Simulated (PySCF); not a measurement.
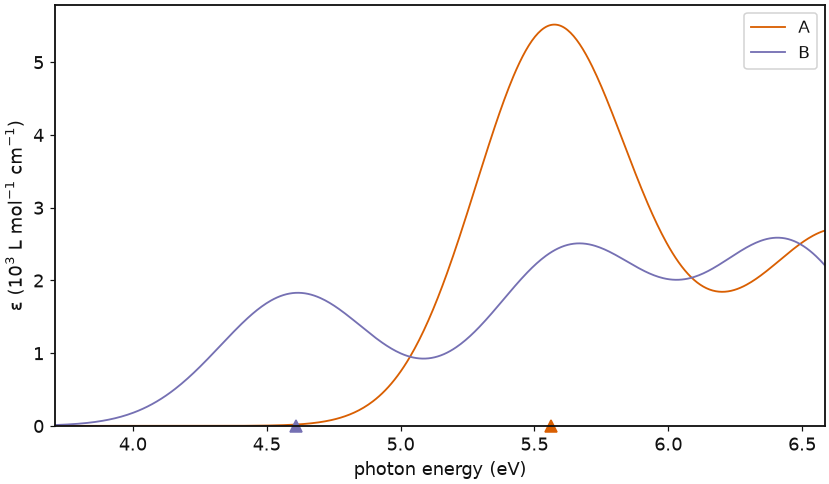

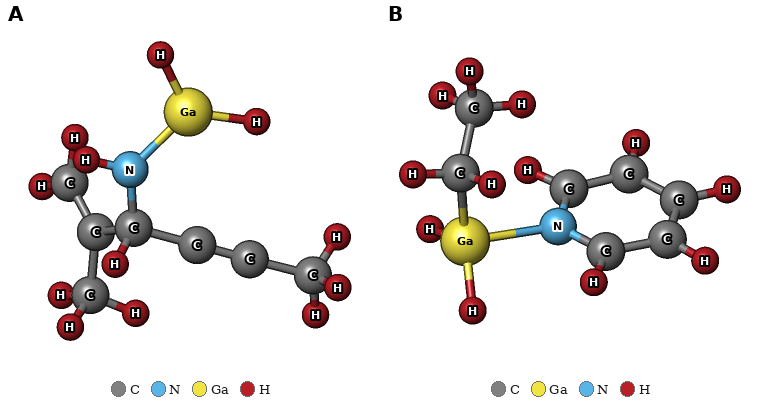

Related molecules: A is C₇H₁₂GaN, SMILES C=C(C)[C@@H](C#CC)[NH][GaH2], singlet; B is C₇H₁₂GaN, SMILES C[CH2][GaH2-][n+]1ccccc1, singlet. Vertical TDDFT absorption, CAM-B3LYP/def2-SVPD in PySCF 2.14.0, at a PBE0-D3(BJ)/def2-SVP geometry (no frequency check); Gaussians of 1/e half-width 0.40 eV, triangles mark S1, and the range ends where the computed states of one molecule run out.

Question: How does the lowest singlet move?

Answer: A: 5.56 eV (f = 0.133, mainly HOMO → LUMO (92 %)); B: 4.61 eV (f = 0.045, mainly HOMO → LUMO (98 %)). From A to B it shifts 0.95 eV to the red.

Question: And the brightest state of each within the range drawn?

Answer: A: S1 at 5.56 eV, f = 0.13; B: S4 at 5.62 eV, f = 0.05.

Caveats, for all or some of the runs: core orbitals are frozen in the response; one conformer of a flexible molecule.
